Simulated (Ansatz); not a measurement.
# B₂GeH+ (singlet): one geometry, many settings

Aim: run B₂GeH+ (singlet) at one geometry under a spread of methods and options, and see what each costs and gives.

The runs use Ansatz 0.2.0, Gaussian basis; the settings change from run to run.

31 further runs of the same task are left out: 16 that didn't finish, 15 set aside as unsound or not needed.

### 1 The system

The geometry is a PBE0/def2-TZVP stationary point (not a proven minimum) of the parent state, kept for this charge and spin. No spin-orbit coupling is included. The filled d shell of Ge may be among the frozen orbitals whatever the setting's name suggests; the logs give the count.

4 atoms, charge 1, spin multiplicity 1.

Atoms are counted from 1 here; the program's logs count them from 0.

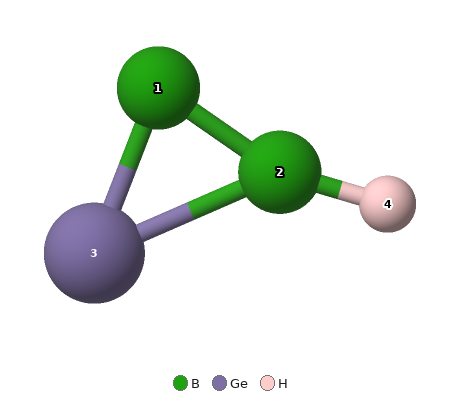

The structure; boron green, germanium purple, hydrogen pink; atoms are numbered from 1 in the order of the file.

Coordinates:

```
atom   x (Å)    y (Å)    z (Å)
  B1  0.0000  -1.0293   1.0714
  B2  0.0000   0.4089   1.6661
 Ge3  0.0000   0.0742  -0.4413
  H4  0.0000   1.3046   2.4393
```

### 2 BCCD(T) on RHF/6-31G*

in.yaml reads:

```yaml
crystal:
  periodic: [false, false, false]
  atoms:
    - {symbol: B, position_ang: [0.000000, -1.029260, 1.071367]}
    - {symbol: B, position_ang: [0.000000, 0.408908, 1.666092]}
    - {symbol: Ge, position_ang: [0.000000, 0.074225, -0.441263]}
    - {symbol: H, position_ang: [0.000000, 1.304568, 2.439302]}
basis:
  gaussian: {orbitals: "6-31G*"}
total_charge: 1
magnetization: {spin_polarized: false}
correlation: {method: bccd_t, electrons: valence}
scf: {omitted_lower_state_checks: [cluster_reference]}
```

Launch:

```sh
> ansatz run in.yaml --threads 1 --pin off --events-out ev --progress --plain --max-ram 2393MiB
```

Standard output (excerpt; [...] marks lines left out):

```text
Functional definition: HF
  name "HF"
  cite "Fock, Z. Phys. 61, 126 (1930) doi:10.1007/BF01340294"
  parent pbe
[...]
622 factors; integrals over basis functions are off by at most 1.0e-3 eV
[...]
mean field -57811.88560103 eV, -2124.5476095344 hartree, gradient 2.2e-6 eV, S^2 0.000000; 8 other end points of the search recorded, 0 dependent functions left out; unrestricted orbitals would lower it
11 core orbitals not correlated: weight in the atoms' cores, before any rotation towards them, 1.000 or more for the frozen orbitals, at most 0.000 for the correlated occupied ones
reference -57811.88560103 eV, -2124.5476095344 hartree; 10, 10 occupied and 46, 46 virtual orbitals, 622 factors
second order -10.79989478 eV of doubles, -0.00000000 eV of singles
cycle   1  -10.53620230 eV  change    2.6e-1 eV  update   1.4e-1
[...]
cycle  22  -11.25927758 eV  change    8.9e-6 eV  update   9.0e-6
perturbative correction -0.71488598 eV, -0.0262715752 hartree
Total energy: -57823.85976459 eV, -2124.9876519287 hartree
Checks for a lower state left out: cluster_reference
```

Run time: 15 s. Hardware: 1 thread of Intel Xeon at 2.50GHz, shared host.

From the report: correlation -11.9742 eV; largest double amplitude 0.14.

### 3 MRCISD+Q(2,4)/STO-3G

Edit in.yaml of step 2 so:

```diff
@@ -8,6 +8,4 @@
 basis:
-  gaussian: {orbitals: "6-31G*"}
+  gaussian: {orbitals: STO-3G}
 total_charge: 1
-magnetization: {spin_polarized: false}
-correlation: {method: bccd_t, electrons: valence}
-scf: {omitted_lower_state_checks: [cluster_reference]}
+correlation: {method: fic_mrcisd_q, electrons: all, active_space: {window: {electrons: 2, orbitals: 4}}}
```

Same command.

Standard output (excerpt; [...] marks lines left out):

```text
Functional definition: HF
  name "HF"
  cite "Fock, Z. Phys. 61, 126 (1930) doi:10.1007/BF01340294"
  parent pbe
[...]
320 factors; integrals over basis functions are off by at most 1.6e-4 eV
[...]
mean field -57161.00468439 eV, -2100.6281770307 hartree, gradient 5.4e-6 eV, S^2 0.000000; 8 other end points of the search recorded, 0 dependent functions left out; unrestricted orbitals would lower it
reference -57160.98696568 eV, -2100.6275258803 hartree; 21, 21 occupied and 8, 8 virtual orbitals, 320 factors
state -57161.98137047 eV, -2100.6640695821 hartree
contracted CI cycle   1: correlation 0.00000000 eV, 0.0000000000 hartree, residual 1.27e1 eV
contracted CI cycle   2: correlation -3.53464798 eV, -0.1298959176 hartree, residual 3.25e0 eV
contracted CI cycle   3: correlation -3.85573954 eV, -0.1416958145 hartree, residual 1.31e0 eV
contracted CI cycle   4: correlation -3.90975360 eV, -0.1436807948 hartree, residual 6.66e-1 eV
contracted CI cycle   5: correlation -3.92489354 eV, -0.1442371773 hartree, residual 3.63e-1 eV
contracted CI cycle   6: correlation -3.92806134 eV, -0.1443535919 hartree, residual 2.05e-1 eV
contracted CI cycle   7: correlation -3.92899018 eV, -0.1443877260 hartree, residual 1.05e-1 eV
contracted CI cycle   8: correlation -3.92929608 eV, -0.1443989677 hartree, residual 6.16e-2 eV
contracted CI cycle   9: correlation -3.92938298 eV, -0.1444021610 hartree, residual 3.24e-2 eV
contracted CI cycle  10: correlation -3.92940680 eV, -0.1444030365 hartree, residual 1.50e-2 eV
contracted CI cycle  11: correlation -3.92941243 eV, -0.1444032434 hartree, residual 7.50e-3 eV
contracted CI cycle  12: correlation -3.92941373 eV, -0.1444032910 hartree, residual 4.12e-3 eV
contracted CI cycle  13: correlation -3.92941409 eV, -0.1444033044 hartree, residual 1.91e-3 eV
state -57161.98137047 eV, -2100.6640695821 hartree; corrected -57166.47137854 eV, -2100.8290743353 hartree
Total energy: -57166.47137854 eV, -2100.8290743353 hartree
```

It took 9 s on 1 thread of Intel Xeon at 2.50GHz, shared host.

From the report: 16 determinants; active occupations 1.81, 0.17, 0.01, 0.00.

### 4 MP2 on RHF/def2-mTZVP

Edit in.yaml of step 3 so:

```diff
@@ -8,4 +8,7 @@
 basis:
-  gaussian: {orbitals: STO-3G}
+  gaussian: {orbitals: def2-mTZVP}
 total_charge: 1
-correlation: {method: fic_mrcisd_q, electrons: all, active_space: {window: {electrons: 2, orbitals: 4}}}
+magnetization: {spin_polarized: false}
+correlation: {method: mp2, electrons: valence}
+accuracy: high
+output: {forces: true}
```

The command is unchanged.

Standard output (excerpt; [...] marks lines left out):

```text
Functional definition: HF
  name "HF"
  cite "Fock, Z. Phys. 61, 126 (1930) doi:10.1007/BF01340294"
  parent pbe
[...]
1457 factors; integrals over basis functions are off by at most 4.5e-9 eV
[...]
mean field -57819.81385848 eV, -2124.8389676217 hartree, gradient 7.0e-8 eV, S^2 0.000000; 8 other end points of the search recorded, 0 dependent functions left out; unrestricted orbitals would lower it
[...]
unrestricted determinant -57820.90951441 eV, -2124.8792322343 hartree, S^2 1.3347
11 core orbitals not correlated: weight in the atoms' cores, before any rotation towards them, 1.000 or more for the frozen orbitals, at most 0.000 for the correlated occupied ones
reference -57819.81385848 eV, -2124.8389676217 hartree; 10, 10 occupied and 56, 56 virtual orbitals, 1457 factors
second order -9.32878745 eV of doubles, -0.00000000 eV of singles
[...]
WARN: the results are in doubt because the forces break the atoms' symmetry
Total energy: -57829.14264593 eV, -2125.1817942370 hartree
Atom 0 at     0.000000    -1.029260     1.071367 Å, force    -0.018680    -1.427407    -6.753095 eV/Å
Atom 1 at     0.000000     0.408908     1.666092 Å, force     0.057802     5.407371    -3.259376 eV/Å
Atom 2 at     0.000000     0.074225    -0.441263 Å, force    -0.006645    -3.149963     9.618953 eV/Å
Atom 3 at     0.000000     1.304568     2.439302 Å, force    -0.032477    -0.830000     0.393517 eV/Å
Dipole moment:    -0.443895     0.274297    -0.401475 e Å
In doubt: the forces break the atoms' symmetry
```

Run time: 31 s. Hardware: 1 thread of Intel Xeon at 2.50GHz, shared host.

The program marks this result as in doubt; its last lines say why.

### 5 CCSDT/cc-pVDZ

Edit in.yaml of step 4 so:

```diff
@@ -8,7 +8,7 @@
 basis:
-  gaussian: {orbitals: def2-mTZVP}
+  gaussian: {orbitals: cc-pVDZ}
 total_charge: 1
 magnetization: {spin_polarized: false}
-correlation: {method: mp2, electrons: valence}
-accuracy: high
+hamiltonian: {xc: {name: r2SCAN}}
+correlation: {method: ccsdt, electrons: outside_noble_gas}
 output: {forces: true}
```

Same command.

Standard output (excerpt; [...] marks lines left out):

```text
Functional definition: r2SCAN
  name "r2SCAN"
  cite "Furness, Kaplan, Ning, Perdew & Sun, J. Phys. Chem. Lett. 11, 8208 (2020) doi:10.1021/acs.jpclett.0c02405"
  cite "Furness, Kaplan, Ning, Perdew & Sun, J. Phys. Chem. Lett. 11, 9248 (2020) doi:10.1021/acs.jpclett.0c03077"
  parent r2scan
[...]
1142 factors; integrals over basis functions are off by at most 1.5e-7 eV
[...]
mean field -57871.53219156 eV, -2126.7395813063 hartree, gradient 5.8e-6 eV, S^2 0.000000; 5 other end points of the search recorded, 0 dependent functions left out; unrestricted orbitals would lower it
[...]
unrestricted determinant -57820.03169770 eV, -2124.8469730655 hartree, S^2 1.3314
16 core orbitals not correlated: weight in the atoms' cores, before any rotation towards them, 0.999 or more for the frozen orbitals, at most 0.001 for the correlated occupied ones
reference -57818.23191485 eV, -2124.7808322656 hartree; 5, 5 occupied and 39, 39 virtual orbitals, 1142 factors
second order -7.09869667 eV of doubles, -0.27922228 eV of singles
cycle   1  -6.95956030 eV  change    4.1e-1 eV  update   1.6e-1
[...]
cycle  25  -8.07802378 eV  change   -7.9e-7 eV  update   4.0e-7
[...]
Total energy: -57826.30993863 eV, -2125.0776941639 hartree
Atom 0 at     0.000000    -1.029260     1.071367 Å, force     0.000000    -3.298503    -0.512132 eV/Å
Atom 1 at     0.000000     0.408908     1.666092 Å, force    -0.000000     3.011458     0.328159 eV/Å
Atom 2 at     0.000000     0.074225    -0.441263 Å, force     0.000000     0.326365    -0.278154 eV/Å
Atom 3 at     0.000000     1.304568     2.439302 Å, force     0.000000    -0.039320     0.462128 eV/Å
Dipole moment:     0.000000     0.124476     0.149301 e Å
```

Run time: 1.9 min. Hardware: 1 thread of Intel Xeon at 2.50GHz, shared host; peak memory 0.36 GiB.

From the report: correlation -8.0780 eV; T1 0.016; largest double amplitude 0.16. The orbitals are Kohn-Sham ones, so correlation energy and T1 don't compare with those on Hartree-Fock orbitals.

### 6 The runs in one table

 † marks a result that the program doubts.

| level | correlated | functions | energy (eV) | time |
| --- | --- | --- | --- | --- |
| BCCD(T) on RHF/6-31G* | valence | 67 | -57823.8598 | 15 s |
| MRCISD+Q(2,4)/STO-3G | all | 29 | -57166.4714 | 9 s |
| MP2 on RHF/def2-mTZVP † | valence | 77 | -57829.1426 | 31 s |
| CCSDT/cc-pVDZ (on r2SCAN orbitals) | outside noble gas | 60 | -57826.3099 | 1.9 min |

### 7 Results

| quantity | value |
| --- | --- |
| runs | 4 |
| quickest | MRCISD+Q(2,4)/STO-3G, 9 s |
| slowest | CCSDT/cc-pVDZ (on r2SCAN orbitals), 1.9 min |

In words: Total energies in different bases, with other cores or another treatment of relativity can't be set against each other. CCSDT/cc-pVDZ (on r2SCAN orbitals) took 12 times as long as MRCISD+Q(2,4)/STO-3G; the jobs differ in more than the method.
